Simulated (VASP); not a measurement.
Band structure of SrZn₅ (space group P6/mmm). Level of theory: PBEsol GGA, VASP's PBE PAW potentials (set 64) (plane waves; VASP).

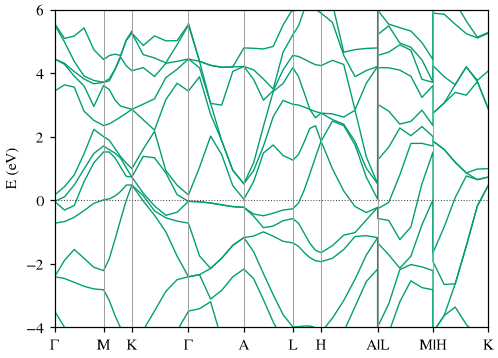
Figure. Bands along high-symmetry lines, zero at the valence-band maximum or, without a gap, the Fermi level

Task: Read the plot: is there a gap, and where are the band edges?

Result: It has no gap at this level: it comes out as a metal or semimetal.

The structure comes from a computed database's SrZn5 entry (P6/mmm); how it stands against other phases isn't given here. The cell was not relaxed at this level.
